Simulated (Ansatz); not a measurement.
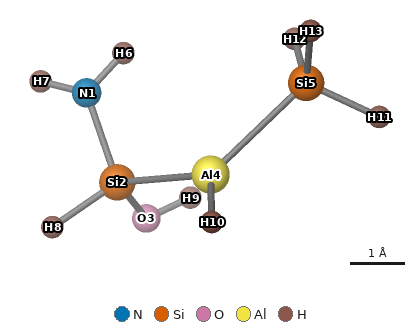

*The structure as given in the input (ball-and-stick view, seen at a tilt; atoms are numbered from 1 in the order of the input). Sticks mark near contacts.*

Bond lengths as drawn: Al–H 1.60 Å, Al–Si 2.46 to 2.48 Å, H–N 1.02 Å, H–O 0.97 Å, H–Si 1.49 to 1.50 Å, N–Si 1.76 Å and O–Si 1.71 Å.

**AlSi2NH8O: phonon calculation**

AlSi2NH8O, SMILES N[SiH](O)[AlH][SiH3], computed with RKS B3LYP-D4/cc-pVDZ (Ansatz 0.2.0).

It belongs to a series of runs on one base structure; here: vibrations at the highest image of the band. Figures and captions count atoms from 1; the log counts them from 0 in places.

**What the program printed**
```
Engine: ansatz 0.2.0, x86_64-unknown-linux-gnu
Functional definition: B3LYP
  parameter a0 = 0.2
  parameter ax = 0.72
  parameter ac = 0.81
  exchange = (1 - a0 - ax)*slater_x + ax*b88_x + a0*exact_x
  correlation = (1 - ac)*vwn_rpa_c + ac*lyp_c
1325 factors; integrals over basis functions are off by at most 4.2e-4 eV
mean field evaluation 1: about -26012.5009 eV, gradient 7.1e1 eV
mean field evaluation 2: about -25960.7149 eV, gradient 1.4e2 eV
mean field evaluation 4: about -26022.1594 eV, gradient 7.5e0 eV
mean field evaluation 8: about -26022.3143 eV, gradient 2.1e-1 eV
mean field evaluation 16: about -26022.3145 eV, gradient 1.8e-5 eV
mean field -26022.31445037 eV, -956.3024174929 hartree, gradient 1.8e-5 eV, S^2 0.000000; 0 other end points of the search recorded, 0 dependent functions left out
the calculation of the forces begins
reference -26022.31479181 eV, -956.3024300404 hartree; 32, 32 occupied and 90, 90 virtual orbitals, 1325 factors
these checks for a lower state are left out or cut short: stability, starts, cluster_reference, orbital_swaps, neighbouring_geometries, increment
1325 factors; integrals over basis functions are off by at most 4.2e-4 eV
mean field -26022.31426734 eV, -956.3024107668 hartree, gradient 1.2e-6 eV, S^2 0.000000; 0 other end points of the search recorded, 0 dependent functions left out
[... from here on the field's lines of each further geometry are left out, up to the last ...]
the calculation of the forces begins
reference -26022.31477591 eV, -956.3024294564 hartree; 32, 32 occupied and 90, 90 virtual orbitals, 1325 factors
these checks for a lower state are left out or cut short: stability, starts, cluster_reference, orbital_swaps, neighbouring_geometries, increment
1325 factors; integrals over basis functions are off by at most 4.2e-4 eV
mean field -26022.31444181 eV, -956.3024171784 hartree, gradient 9.3e-6 eV, S^2 0.000000; 0 other end points of the search recorded, 0 dependent functions left out
the calculation of the forces begins
reference -26022.31478324 eV, -956.3024297257 hartree; 32, 32 occupied and 90, 90 virtual orbitals, 1325 factors
WARN: phonons: modes at or below zero, which the zero-point energy, F, S and C_V leave out: 1, the lowest at -25.48 cm⁻¹. A minimum has none, and a first-order saddle one
Total energy: -26022.77814781 eV, -956.3194580595 hartree
Atom 0 at    -0.571738     0.709706     1.919931 Å, force     0.003328    -0.000742     0.001626 eV/Å
Atom 1 at    -1.379943     0.937684     0.376996 Å, force    -0.008556     0.000484    -0.001719 eV/Å
Atom 2 at    -1.065249     2.402951    -0.443236 Å, force     0.002652    -0.000246    -0.001556 eV/Å
Atom 3 at    -0.666840    -1.083643    -0.836068 Å, force     0.006940     0.005380     0.005426 eV/Å
Atom 4 at     1.769459    -1.505213    -0.989082 Å, force    -0.008588    -0.003660    -0.001348 eV/Å
Atom 5 at     0.437689     0.572441     1.918872 Å, force     0.000085    -0.000955    -0.001396 eV/Å
Atom 6 at    -0.824452     1.312541     2.702934 Å, force    -0.000527     0.000046    -0.001825 eV/Å
Atom 7 at    -2.832332     1.070869     0.699340 Å, force    -0.001309     0.000603     0.001824 eV/Å
Atom 8 at    -0.162086     2.491292    -0.777693 Å, force    -0.000354     0.000024    -0.000356 eV/Å
Atom 9 at    -1.662210    -2.158032    -1.472878 Å, force     0.002039    -0.000087     0.000348 eV/Å
Atom 10 at     2.248671    -1.480620    -2.413785 Å, force     0.003283     0.001263    -0.003704 eV/Å
Atom 11 at     2.568159    -0.465817    -0.251121 Å, force    -0.001651     0.002316     0.003408 eV/Å
Atom 12 at     2.161369    -2.838860    -0.419411 Å, force     0.002658    -0.004427    -0.000729 eV/Å
Dipole moment:     0.250746     0.075028     0.156245 e Å
Vibrations: -25.48 28.65 54.36 78.42 213.61 250.35 291.76 316.39 331.15 363.20 415.70 437.97 454.17 491.00 609.80 687.70 759.93 805.52 847.25 866.08 910.59 923.19 936.39 945.09 1561.86 1863.31 2150.39 2158.79 2165.84 2200.72 3507.61 3599.09 3817.24 cm⁻¹, zero-point energy 2.172397 eV
```

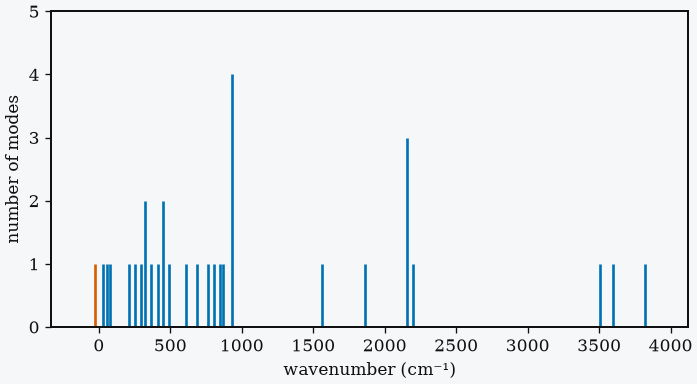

*Harmonic vibrational wavenumbers from the force constants; neighbouring modes closer than 17 cm⁻¹ are counted in one stick, and imaginary ones are drawn at negative wavenumbers.*

33 modes from 25i to 3817 cm⁻¹, 1 imaginary beyond 8i (25i cm⁻¹): not a clean minimum; so soft a mode can be a shallow saddle, an incomplete relaxation or noise of the force constants.

The run was set up as follows.

**Input**
```yaml
crystal:
  periodic: [false, false, false]
  atoms:
    - { symbol: "N", position_ang: [-0.571738, 0.709706, 1.919931] }
    - { symbol: Si, position_ang: [-1.379943, 0.937684, 0.376996] }
    - { symbol: O, position_ang: [-1.065249, 2.402951, -0.443236] }
    - { symbol: Al, position_ang: [-0.66684, -1.083643, -0.836068] }
    - { symbol: Si, position_ang: [1.769459, -1.505213, -0.989082] }
    - { symbol: H, position_ang: [0.437689, 0.572441, 1.918872] }
    - { symbol: H, position_ang: [-0.824452, 1.312541, 2.702934] }
    - { symbol: H, position_ang: [-2.832332, 1.070869, 0.69934] }
    - { symbol: H, position_ang: [-0.162086, 2.491292, -0.777693] }
    - { symbol: H, position_ang: [-1.66221, -2.158032, -1.472878] }
    - { symbol: H, position_ang: [2.248671, -1.48062, -2.413785] }
    - { symbol: H, position_ang: [2.568159, -0.465817, -0.251121] }
    - { symbol: H, position_ang: [2.161369, -2.83886, -0.419411] }
basis:
  gaussian: { orbitals: cc-pVDZ }
hamiltonian:
  xc: b3lyp
  dispersion: d4
phonons: {}
```

Launched with:
```bash
ansatz run input.yaml --threads 2 --pin off --max-ram 3072MiB --backend cpu --events-out ev --progress --plain --runs-dir out
```

**Key numbers**

```tsv
quantity	value
outcome	converged
total energy	−26022.7781 eV
mean-field energy	−26022.3148 eV
largest force (length of the vector)	0.010 eV/Å
hardware	2 threads of Intel Xeon @ 2.80GHz (Skylake/Cascade Lake), 24 GiB of memory available, shared host
wall time	4.5 min (CPU time 8.4 min)
peak memory	0.34 GiB
```
